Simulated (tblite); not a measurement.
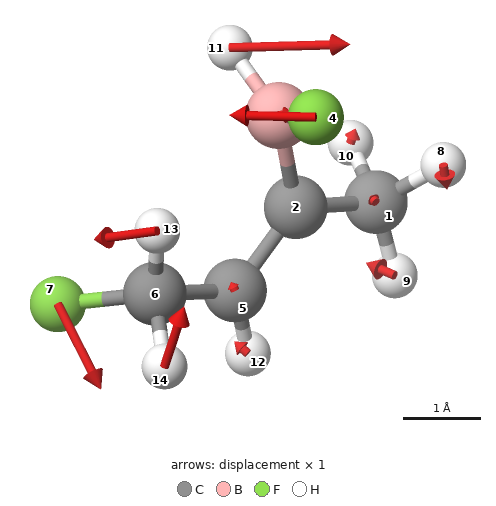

This is a relaxation of C$_{4}$H$_{7}$BF$_{2}$. The starting structure is drawn; red arrows show the displacements, at their true length. The two geometries are superimposed by the best rigid fit.

A ball-and-stick model, seen from a free direction.

Method: GFN2-xTB geometry optimisation, gas phase (tblite). 

### What did the optimiser do to the structure, and how much energy did it gain?

After 135 geometry steps the energy has fallen by 72.3 kJ/mol. The atom that moves furthest after the best rigid fit is an H atom (1.67 Å). Largest moves by element: H 1.67 Å, F 1.30 Å, B 0.22 Å, C 0.14 Å. Among the contacts that change: B–F 1.435 → 1.322 Å, C–H 1.137 → 1.089 Å, C–C 1.470 → 1.506 Å, C–F 1.401 → 1.375 Å. Among the angles between lasting bonds that change: C–B–H 113.6° → 124.0°, C–C–H 122.4° → 113.4°, F–B–H 124.5° → 116.0°. Groups turn about B–C by about 80°, C–C by about 65°. The run took 1.9 s on 1 thread of Intel(R) Xeon(R) Processor @ 2.70GHz (shared host).
